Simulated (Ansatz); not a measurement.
# H₂OZn···CH₂O: what the fields show

The calculation's input:

```
crystal:
  periodic: [false, false, false]
  atoms:
    - { symbol: Zn, position_ang: [1.0785, -0.4778, 0.5007] }
    - { symbol: O, position_ang: [0.3456, -0.3718, -1.5594] }
    - { symbol: C, position_ang: [-0.5986, 0.5375, -1.1383] }
    - { symbol: H, position_ang: [-0.7004, 0.4519, 0.2409] }
    - { symbol: O, position_ang: [0.5712, -0.8397, 2.1136] }
    - { symbol: H, position_ang: [-1.5729, 0.3028, -1.5715] }
    - { symbol: H, position_ang: [-0.3302, 1.5794, -1.3257] }
    - { symbol: H, position_ang: [1.2068, -1.1822, 2.7397] }
basis:
  gaussian: { orbitals: def2-SVP }
hamiltonian:
  xc: r2scan
relax:
  f_tol: 0.15
  max_steps: 25
  restrain:
    - { distance: [0, 3], at: 1.53, k: 30.0 }
    - { distance: [0, 1], at: 3.18, k: 30.0 }
    - { distance: [2, 3], at: 2.37, k: 30.0 }
output:
  orbitals: {}
```

Run with:

```sh
ansatz run input.yaml --threads 2 --pin off --max-ram 3072MiB --backend cpu --events-out ev --progress --plain --runs-dir out
```

The fields are those of the run's last geometry, not of the input's.

The calculation used RKS r2SCAN/def2-SVP (Ansatz).

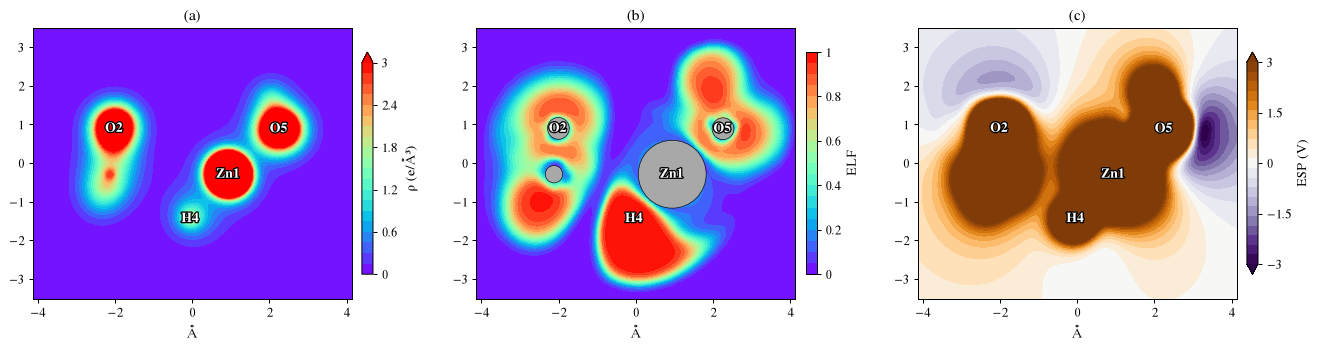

Figure 1. (a) total electron density; (b) ELF; (c) molecular electrostatic potential on the plane of atoms H4, Zn1 and O5. Grey discs cover the atomic cores in the ELF map.

Q: What do the fields say about this system?

A:
- The plane passes through Zn, O and H nuclei.
- Zn–O (1.77 Å): the density is about 0.87 e/Å³ at the midpoint; the ELF peaks at about 0.85 in the valence shell of O, 0.6 Å from its nucleus, and is about 0.15 at the midpoint.
- Zn–H (1.52 Å): ρ at the midpoint is about 1.1 e/Å³; the ELF climbs to about 1 towards the hydrogen.
- The ELF also peaks beside O5 and O2, away from the bonds: lone-pair regions.
- Outside the dense part of the complex the potential is most negative (−3.0 V) near O5.

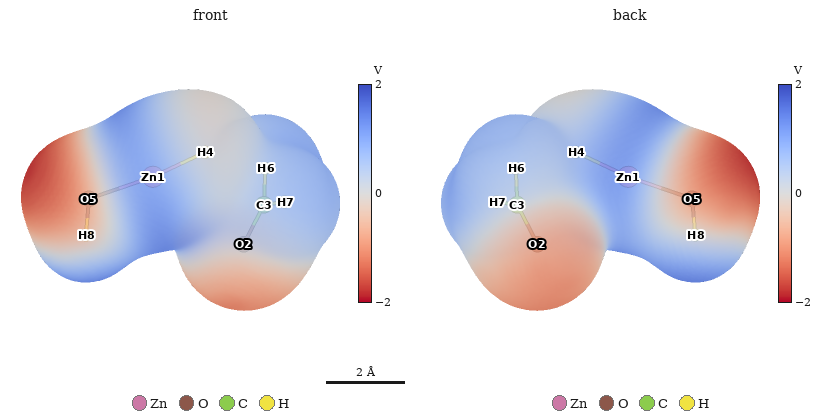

Figure 2. The molecular electrostatic potential painted on the density surface at 0.001 e/bohr³, seen from the front and from behind; red is negative and blue positive.

Q: Where is the surface potential most negative and most positive?

A: The most negative region (about −1.8 V) lies over O5, the most positive (about +1.4 V) over Zn1 and H8. O5 is the likeliest acceptor of a hydrogen bond.

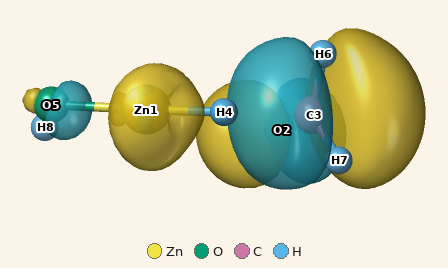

Figure 3. One frontier orbital at ±0.08 Å⁻³ᐟ² (yellow and cyan are the two phases), seen from one side.

Q: Which orbital is it: HOMO or LUMO?

A: The LUMO, at −2.14 eV. It lies mainly on C3 (about 45 %), O2 (about 35 %) and Zn1 (about 10 %); π-antibonding (π*) across C3–O2.
